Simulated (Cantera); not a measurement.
Input: 1 mol FeCl₃, 0.56 mol O₂, 0.17 mol H₂, at 0.0100 bar.

Equilibrium computed with Cantera from the NASA thermochemical tables; the gas is ideal and each condensed phase is pure. Candidate condensed phases: Fe, FeCl₂, FeCl₃, FeO, Fe(OH)₂, Fe(OH)₃, Fe₂O₃, Fe₃O₄, H₂O; 22 gas species. Condensed phases not in the tables: FeOCl. Rates play no part.

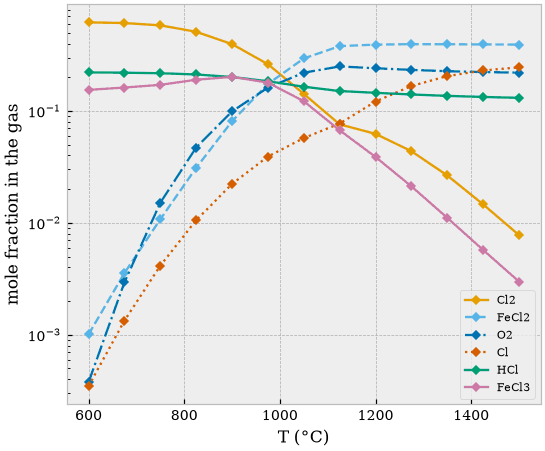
Fig. 1. Equilibrium gas composition (values under 1e-9 drawn at 1e-9)

Question: Read off the mole fractions at 1500 °C.

Answer: FeCl₂ about 0.39, Cl about 0.24, O₂ about 0.22, HCl about 0.13, Cl₂ about 0.0078, FeCl₃ about 0.0030.
